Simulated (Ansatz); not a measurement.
# SiCNCl2F (SMILES N#C[Si](F)(Cl)Cl): SVWN5/cc-pVDZ

What is the energy change on altering one bond length of SiCNCl2F at SVWN5/cc-pVDZ? 

Program for the calculation: Ansatz 0.2.0.

136 further runs of the same task are left out: 6 that didn't finish, 130 set aside as unsound or not needed. Runs told in other sessions of the task aren't counted.

## (1) The system as given

The species is SiCNCl2F (6 atoms), meant as a singlet with charge 0. As SMILES, `N#C[Si](F)(Cl)Cl`. The shape is that of a PBE0-D4/def2-TZVP optimisation.

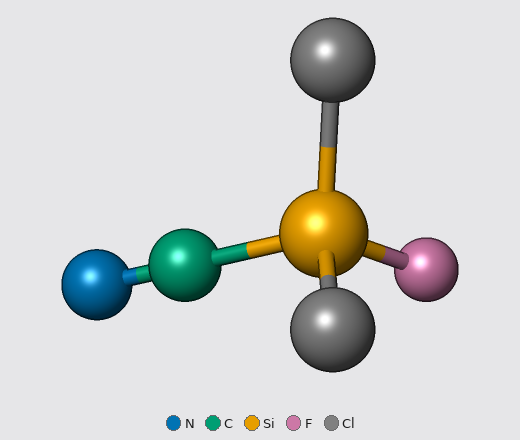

Viewed from a chosen angle; nitrogen blue, carbon teal, silicon amber, fluorine pink, chlorine grey.

## (2) A single-point energy at SVWN5/cc-pVDZ

The input, in.yaml:

```yaml
crystal:
  periodic: [false, false, false]
  atoms:
    - {symbol: N, position_ang: [1.752600, -1.361000, 1.114200]}
    - {symbol: C, position_ang: [0.923100, -0.763300, 0.585900]}
    - {symbol: Si, position_ang: [-0.381900, 0.210300, -0.249400]}
    - {symbol: F, position_ang: [-1.471500, -0.801900, -0.758800]}
    - {symbol: Cl, position_ang: [0.422900, 1.177100, -1.812500]}
    - {symbol: Cl, position_ang: [-1.203100, 1.474700, 1.074300]}
basis:
  gaussian: {orbitals: cc-pVDZ}
hamiltonian: {xc: {name: SVWN5}}
accuracy: high
output: {orbitals: {seedname: orbitals}}
```

Command:

```sh
ansatz run in.yaml --threads 1 --pin off --max-ram 3480MiB --events-out events.jsonl --progress --plain --runs-dir runs
```

The log of the run:

```text
Warning: RAYON_NUM_THREADS=1 ignored (pool sized by the plan → 1); use --threads N
Functional definition: SVWN5
  name "SVWN5"
  exchange = slater_x
  correlation = vwn5_c
2106 factors; integrals over basis functions are off by at most 3.2e-9 eV
mean field evaluation 1: about -38015.3031 eV, gradient 4.7e1 eV
mean field evaluation 2: about -37996.2369 eV, gradient 1.0e2 eV
mean field evaluation 4: about -38020.0593 eV, gradient 7.5e0 eV
mean field evaluation 8: about -38020.1599 eV, gradient 2.7e-1 eV
mean field evaluation 16: about -38020.1601 eV, gradient 4.0e-5 eV
mean field -38020.16011986 eV, -1397.2151134148 hartree, gradient 4.6e-8 eV, S^2 0.000000; 0 other end points of the search recorded, 0 dependent functions left out
reference -38020.16012262 eV, -1397.2151135162 hartree; 35, 35 occupied and 61, 61 virtual orbitals, 2106 factors
Total energy: -38020.16012262 eV, -1397.2151135162 hartree
```

Wall time 6.6 s (1 thread of Arm Neoverse V1, shared host); peak memory 0.25 GiB.

## (3) The distorted shape at the same level

The input, run.yaml:

```yaml
crystal:
  periodic: [false, false, false]
  atoms:
    - {symbol: "N", position_ang: [1.108776, -2.134420, 2.364648]}
    - {symbol: C, position_ang: [0.279276, -1.536720, 1.836348]}
    - {symbol: Si, position_ang: [-1.025724, -0.563120, 1.001048]}
    - {symbol: F, position_ang: [-2.115324, -1.575320, 0.491648]}
    - {symbol: Cl, position_ang: [0.422900, 1.177100, -1.812500]}
    - {symbol: Cl, position_ang: [-1.846924, 0.701280, 2.324748]}
basis:
  gaussian:
    orbitals: cc-pVDZ
hamiltonian:
  xc: {name: SVWN5}
accuracy: high
output: {orbitals: {seedname: orbitals}}
```

Command:

```sh
ansatz run run.yaml --threads 1 --pin off --max-ram 3480MiB --events-out events.jsonl --progress --plain --runs-dir runs
```

The log of the run:

```text
Warning: RAYON_NUM_THREADS=1 ignored (pool sized by the plan → 1); use --threads N
[... 4 set-up lines as earlier in the session ...]
2045 factors; integrals over basis functions are off by at most 2.9e-9 eV
mean field evaluation 1: about -38007.0631 eV, gradient 5.3e1 eV
mean field evaluation 2: about -37769.7797 eV, gradient 1.8e2 eV
mean field evaluation 4: about -38004.5251 eV, gradient 4.3e1 eV
mean field evaluation 8: about -38015.9680 eV, gradient 7.7e-3 eV
mean field evaluation 16: about -38010.3150 eV, gradient 2.3e1 eV
mean field -38015.96802140 eV, -1397.0610566378 hartree, gradient 7.1e-8 eV, S^2 0.000000; 0 other end points of the search recorded, 0 dependent functions left out
reference -38015.96802448 eV, -1397.0610567511 hartree; 35, 35 occupied and 61, 61 virtual orbitals, 2045 factors
Total energy: -38015.96802448 eV, -1397.0610567511 hartree
```

It took 6 s on 1 thread of Arm Neoverse V1, shared host; peak memory 0.24 GiB.

## (4) Summary of results

Level: SVWN5/cc-pVDZ.

```
                                                           quantity           value
                                          first shape: total energy  -1397.21511 Eh
                                           first shape: HOMO energy        -8.72 eV
                                           first shape: LUMO energy        -2.39 eV
                                         first shape: HOMO–LUMO gap         6.33 eV
                                      distorted shape: total energy  -1397.06106 Eh
                                       distorted shape: HOMO energy        -6.59 eV
                                       distorted shape: LUMO energy        -6.36 eV
                                     distorted shape: HOMO–LUMO gap         0.22 eV
energy change with the Si3–Cl5 bond stretched from 2.006 to 3.611 Å        4.192 eV
```

What this shows: One bond (distorted shape) is far stretched, which a spin-restricted single reference describes badly; a broken-symmetry solution may lie lower. With the Si3–Cl5 bond stretched from 2.006 to 3.611 Å the energy rises by 4.19 eV (97 kcal/mol). The first shape isn't relaxed at this level, so the change isn't measured from a minimum. A restricted reference can't describe the breaking bond well at this length.
